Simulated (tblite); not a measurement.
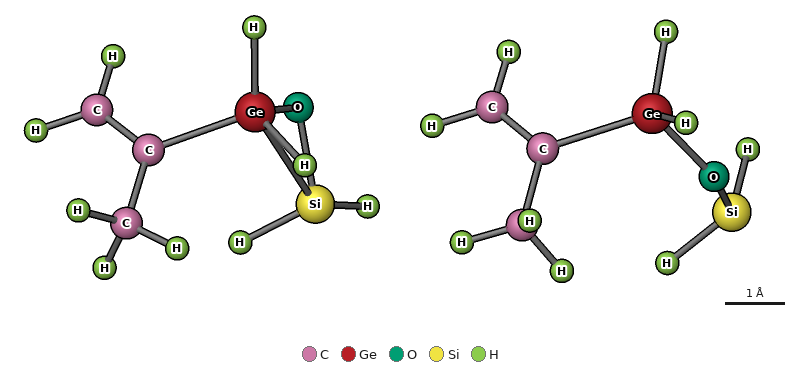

Two geometries of C$_{3}$H$_{9}$GeOSi (multiplicity 2), drawn at one scale. One is the start of a relaxation, the other its converged end. The picture is a ball-and-stick view, seen at a tilt.

Computed with tblite, GFN2-xTB geometry optimisation, gas phase. 

**Which of the two is the end point?**

The right one is the relaxed one. The energy falls by 52.5 kJ/mol in 129 geometry steps. The largest move after the best rigid fit is that of the O atom, 1.47 Å. By element the largest moves are O 1.47 Å, H 1.06 Å, Si 0.37 Å, Ge 0.14 Å, C 0.11 Å. Near-neighbour distances that change, for instance: Ge–Si 2.783 → 3.213 Å, O–Si 1.727 → 1.620 Å, Ge–H 1.562 → 1.510 Å, C–Ge 1.932 → 1.970 Å. Bond angles that change, for instance: Ge–O–Si 105.0° → 144.2°, O–Ge–H 110.8° → 100.5°, C–Ge–H 110.4° → 115.2°. Groups turn about O–Si by about 135°, Ge–O by about 130°, C–C by about 55°.
